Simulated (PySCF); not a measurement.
**C5H14OSi2: density, localisation and related maps**

```yaml
atoms:
  - { symbol: C, position_ang: [-3.1686, -0.9271, 0.1507] }
  - { symbol: C, position_ang: [-2.3786, 0.2574, -0.3945] }
  - { symbol: Si, position_ang: [-0.7214, 0.4898, 0.5109] }
  - { symbol: C, position_ang: [0.3566, 1.9091, -0.1955] }
  - { symbol: O, position_ang: [1.6655, 1.3616, -0.2598] }
  - { symbol: C, position_ang: [1.6319, 0.0251, -0.7351] }
  - { symbol: Si, position_ang: [3.4385, -0.5729, -0.6230] }
  - { symbol: C, position_ang: [0.6247, -0.7970, 0.0871] }
  - { symbol: H, position_ang: [-4.1233, -1.0285, -0.3628] }
  - { symbol: H, position_ang: [-3.3641, -0.7962, 1.2119] }
  - { symbol: H, position_ang: [-2.6118, -1.8523, 0.0234] }
  - { symbol: H, position_ang: [-2.2164, 0.1145, -1.4650] }
  - { symbol: H, position_ang: [-2.9813, 1.1608, -0.2902] }
  - { symbol: H, position_ang: [-0.9148, 0.6375, 1.9607] }
  - { symbol: H, position_ang: [0.0422, 2.2279, -1.1998] }
  - { symbol: H, position_ang: [0.4234, 2.7949, 0.4332] }
  - { symbol: H, position_ang: [1.2777, 0.0388, -1.7808] }
  - { symbol: H, position_ang: [3.8651, -0.4594, 0.7700] }
  - { symbol: H, position_ang: [3.4799, -1.9763, -1.0519] }
  - { symbol: H, position_ang: [4.2752, 0.2431, -1.4993] }
  - { symbol: H, position_ang: [0.2878, -1.6591, -0.4854] }
  - { symbol: H, position_ang: [1.1012, -1.1724, 0.9928] }
```

Geometry: GFN2-xTB.

These are results of PySCF, PBE0/pcSseg-1, SCF density, gas phase, non-relativistic, not measurements.

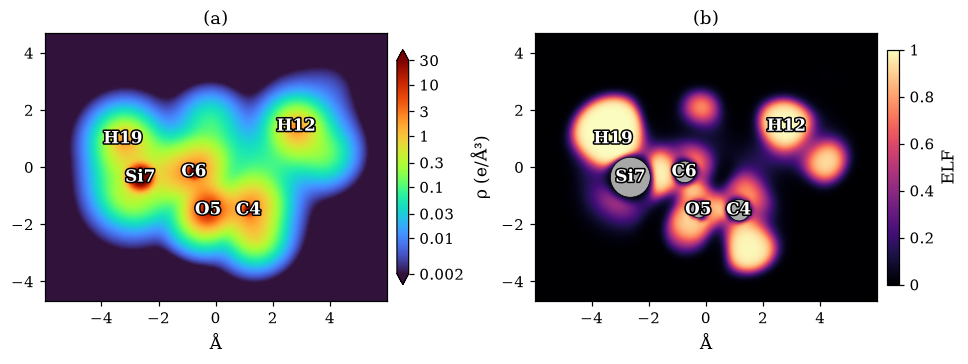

Figure 1. (a) electron density; (b) ELF on the plane of atoms C6, Si7 and H19. Grey discs cover the atomic cores in the ELF map.

Question: Describe what can be read from this map.

Answer:
- Atoms in the plane: C, O, Si and H.
- C–O (1.42 Å): ρ is about 2 e/Å³ halfway, with its minimum of 1.8 e/Å³ about 0.5 Å from C; the ELF peaks at about 0.85 between the atoms; a shared but strongly polarised pair.
- C–Si (1.91 Å): ρ is about 0.94 e/Å³ halfway; the ELF peaks at about 1 between the atoms: a shared electron pair.
- Si–H (1.47 Å): ρ at the midpoint is about 0.79 e/Å³; the ELF climbs to about 1 towards the hydrogen, as it does in any bond to H.
- The ELF also peaks beside O5, away from the bonds: lone-pair regions.

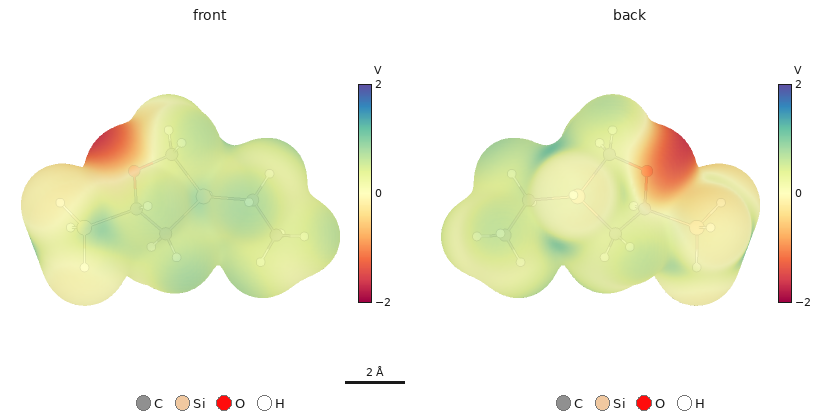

Figure 2. The molecular electrostatic potential painted on the density surface at 0.002 e/bohr³, seen from the front and from behind; the colour scale runs from red (negative) to blue (positive).

Question: Which sites attract a positive test charge, and which a negative one?

Answer: A positive charge is drawn to the negative regions and a negative charge to the positive ones. The most negative region (about −1.6 V) lies over O5, the most positive (about +1.0 V) over Si3 and Si7. O5 is the likeliest acceptor of a hydrogen bond.
